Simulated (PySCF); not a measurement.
Molecule: SMILES [OH][GeH]([Br])[Br], singlet. Atoms near the plane z = 0.0 Å, at the PBE0/def2-SVP optimised geometry (x, y, z in Å): Ge1 (-0.4, -1.1, 0.0), Br3 (-1.2, 1.1, 0.0), H5 (1.2, -1.1, 0.0).

Computed with PBE0/def2-TZVP in PySCF. Cells within 0.4 Å of a nucleus heavier than hydrogen are left out (blank, or x). The values are rescaled to run from 0 to 1.

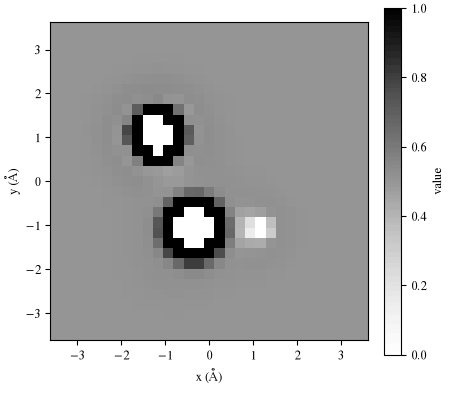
*a field on the plane z = 0.0 Å.*

Task: Which quantity is mapped?
(A) deformation density (molecule minus spherical neutral atoms)
(B) electron localisation function
(C) electrostatic potential
(D) Laplacian of the electron density

Result: D, Laplacian of the electron density. In full: Laplacian of the electron density (e/bohr⁵), clipped to [-1.50, 1.50].
